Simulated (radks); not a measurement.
A free Pd atom in the configuration [Kr] 4d10. The calculation used the in-house radial solver radks at this level: Dirac Kohn-Sham, BLYP, spin-unpolarised, spherical densities, finite nucleus.

```
Z 46
configuration [Kr] 4d10
relativity Dirac
functional b88,lyp
spin unpolarised
j_filling energy
nucleus finite rms 4.5318 fm
c 137.035999084
```

Wanted: the number of electrons inside radius r (solid) and the radial density 4πr²ρ (dashed).

The count levels off at 46 electrons. Half of them lie within 0.417 bohr, 90 % within 1.59 bohr and 99 % within 3.32 bohr. The radial density has minima at 0.0447, 0.193 and 0.679 bohr, where the count stands at 2.1, 11.1 and 29.1; these part the shells that the density resolves.

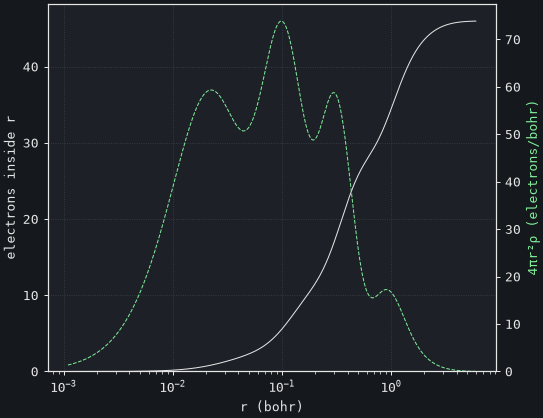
